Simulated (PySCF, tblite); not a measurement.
**C6H14B2FN: geometry, infrared bands and NMR shifts**

Aim: predict the infrared bands and NMR shifts of C6H14B2FN (`BN(CBF)CC1CCC1`).

The runs use tblite 0.8.0 and PySCF 2.14.0, with density-fitted response routines of our own; the level of theory stands in each step. All values are computed, except where a source is named. Atoms count from 0, in the outputs and in this text.

### Step 1. The starting structure

24 atoms, charge 0, multiplicity 1; geometry from: force field or distance geometry start.

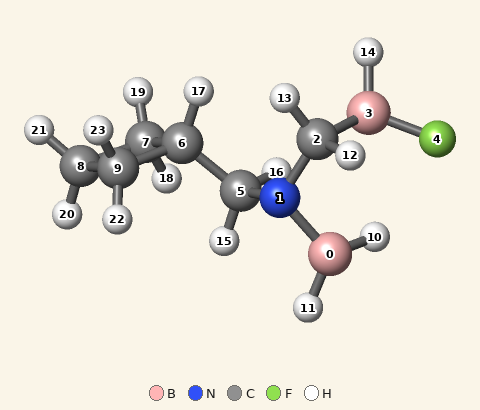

The starting geometry (boron pink, nitrogen blue, carbon grey, fluorine green, hydrogen white), atoms numbered.

### Step 2. Optimising the geometry with GFN2-xTB

Job settings and geometry (Å):

```
{"job": {"kind": "relax", "xc": "GFN2-xTB", "basis": "xTB"}, "charge": 0, "multiplicity": 1}
B     -1.983800    -0.172200    -1.882900
N     -1.248600     0.508600    -0.732900
C     -2.147700     0.592900     0.371400
B     -2.712200    -0.780800     0.893500
F     -3.962500    -1.256100     0.305700
C     -0.080800    -0.313700    -0.498900
C      0.891400     0.245000     0.496600
C      2.068500    -0.739000     0.621700
C      3.061900     0.321400     0.180500
C      1.874400     1.264400     0.035600
H     -2.544700    -1.187100    -1.553000
H     -1.418900    -0.256600    -2.911400
H     -3.063100     1.149100    -0.026700
H     -1.756400     1.238700     1.201200
H     -2.721200    -0.896100     2.097600
H      0.398100    -0.487700    -1.462800
H     -0.471300    -1.288200    -0.134800
H      0.406000     0.437900     1.489100
H      2.014300    -1.589600    -0.087700
H      2.317700    -1.056600     1.636100
H      3.539000    -0.011900    -0.743400
H      3.803500     0.586500     0.937100
H      1.796200     1.636600    -0.997400
H      1.928400     2.074200     0.773200
```

On the command line:

```sh
$ OMP_NUM_THREADS=1 python probes_run.py task.json out
```

This one command runs all jobs of the session in turn.

**Question.** This job is followed by: GFN2-xTB harmonic vibrations, gas phase; GIAO PBE0/pcSseg-1 NMR shielding, non-relativistic, gas phase. What will the session give for the following? strongest single infrared mode (GFN2-xTB); zero-point energy (GFN2-xTB); 13C shifts against TMS (PBE0/pcSseg-1, means over atoms taken as alike); 1H shifts against TMS (PBE0/pcSseg-1, means over atoms taken as alike); 11B shifts against BF3·OEt2 (PBE0/pcSseg-1); 15N shifts against NH3 (PBE0/pcSseg-1); 19F shifts against CFCl3 (PBE0/pcSseg-1); surface potential, least and greatest.

**Answer**, as computed:

| quantity | value |
| --- | --- |
| strongest single infrared mode (GFN2-xTB) | 1297 cm⁻¹, 270 km/mol |
| zero-point energy (GFN2-xTB) | 124.4 kcal/mol |
| 13C shifts against TMS (PBE0/pcSseg-1, means over atoms taken as alike) | 67.5, 54.9, 30.4, 24.1, 16.0 ppm |
| 1H shifts against TMS (PBE0/pcSseg-1, means over atoms taken as alike) | 5.48, 4.52, 3.45, 3.27, 2.63, 2.08, 2.03, 1.92, 1.74 ppm |
| 11B shifts against BF3·OEt2 (PBE0/pcSseg-1) | 56.3, 36.6 ppm |
| 15N shifts against NH3 (PBE0/pcSseg-1) | 150.8 ppm |
| 19F shifts against CFCl3 (PBE0/pcSseg-1) | -4.0 ppm |
| surface potential, least and greatest | -0.71 V and 1.59 V |

Over 184 steps the energy fell by 2.854 eV; of the close pairs, B0–N1 changed most, 1.525 to 1.377 Å. No mode is imaginary among the 66: a minimum at this level. The strongest single mode, at 1297 cm⁻¹, moves mainly B3. GFN2-xTB is a fitted tight-binding method: band positions and strengths are rough. Its intensities can rank the bands wrongly. The most deshielded carbon is C5 (sp3 CH2 bonded to N), at 67.5 ppm: pulled downfield by the heteroatom. At PBE0/pcSseg-1: The widest tensor belongs to F4: span 533 ppm, with a paramagnetic part of -294 ppm. By nearest atom (PBE0/pcSseg-1), the HOMO sits on N1 43 %; B0 13 % and the LUMO on B3 52 %; H14 15 %.
